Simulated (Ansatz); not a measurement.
Ge2H9N2P (SMILES [NH2][GeH]([PH2])[NH][GeH3])

```xyz
14

N     0.5694   -1.4676   -1.2515
Ge    1.0217   -0.5708    0.3206
P     1.8257    1.5119   -0.1760
N    -0.4566   -0.4559    1.4584
Ge   -1.8254    0.4314    0.5505
H     0.0079   -0.8051   -1.8313
H    -0.0671   -2.2499   -0.9804
H     2.1366   -1.3670    1.0447
H     2.8026    1.0101   -1.1267
H     0.8188    1.7688   -1.1909
H    -0.1763    0.1574    2.2558
H    -2.2375   -0.3746   -0.7074
H    -3.0554    0.5561    1.4851
H    -1.3644    1.8551    0.1489
```

The calculation used SCF PBE0, Gaussian basis in Ansatz.

Predict the electron density and electron localisation function between the atoms.

Answer. Ge–N (1.87 Å): ρ at the midpoint is about 0.91 e/Å³; the ELF peaks at about 0.85 in the valence shell of N, 0.7 Å from its nucleus, and is about 0.50 at the midpoint.
Ge–H (1.55 Å): ρ is about 1 e/Å³ halfway; the ELF climbs to about 1 towards the hydrogen.

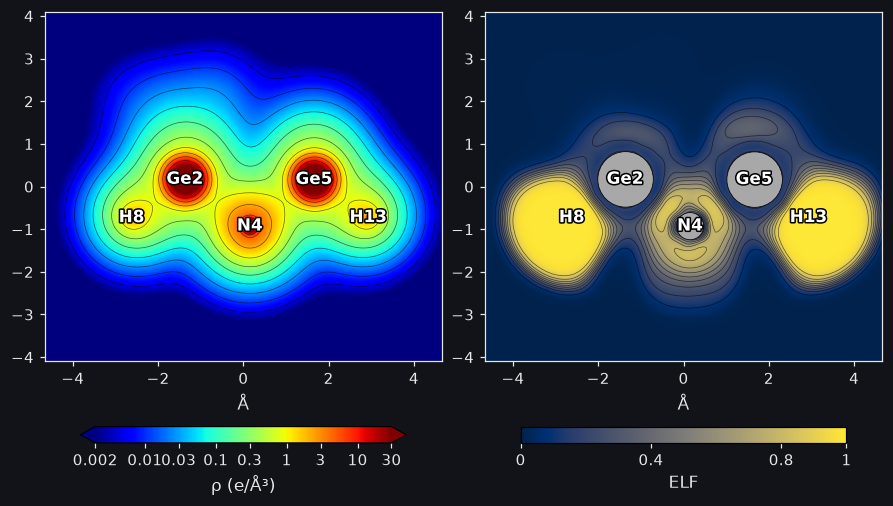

Computed electron density and electron localisation function on the plane of atoms N4, Ge5 and H13, in this order. Grey discs cover the atomic cores in the ELF map. 
